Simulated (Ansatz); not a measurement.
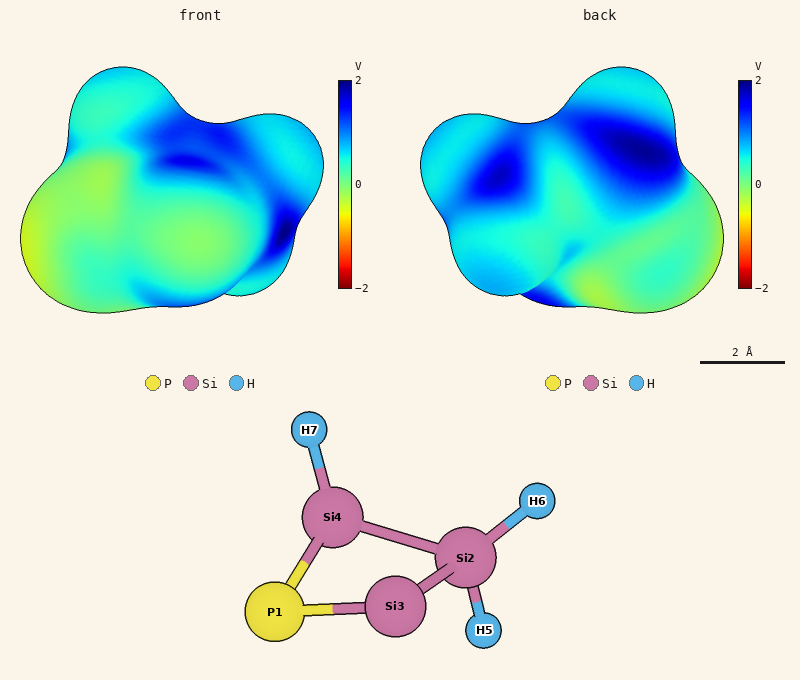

Figure. H₃PSi₃. The molecular electrostatic potential painted on the density surface at 0.004 e/bohr³, seen from the front and from behind; the colour scale runs from red (negative) to blue (positive). The bare structure is drawn below in the same view.

Geometry: B3LYP-D3(BJ)/def2-SVP.

These are results of isolated molecule in a Gaussian basis; Kohn-Sham density functional theory, functional PBE0 (Ansatz 0.2.0), not measurements.

```json
{"atom": "P", "x (Å)": "-3.1867", "y (Å)": "1.0852", "z (Å)": "-0.5641"}
{"atom": "Si", "x (Å)": "-1.8865", "y (Å)": "-1.1419", "z (Å)": "1.6876"}
{"atom": "Si", "x (Å)": "-2.5659", "y (Å)": "1.2037", "z (Å)": "1.5233"}
{"atom": "Si", "x (Å)": "-1.7013", "y (Å)": "-0.5175", "z (Å)": "-0.4961"}
{"atom": "H", "x (Å)": "-3.1166", "y (Å)": "-1.9371", "z (Å)": "1.9524"}
{"atom": "H", "x (Å)": "-0.7573", "y (Å)": "-1.6364", "z (Å)": "2.5300"}
{"atom": "H", "x (Å)": "-0.3521", "y (Å)": "-0.2822", "z (Å)": "-1.1181"}
```

Q: Describe the electrostatic potential map.

A: The most negative region (about −0.4 V, or −9 kcal/mol for a unit charge) lies over P1, the most positive (about +1.9 V, or +44 kcal/mol for a unit charge) over Si2 and Si4.
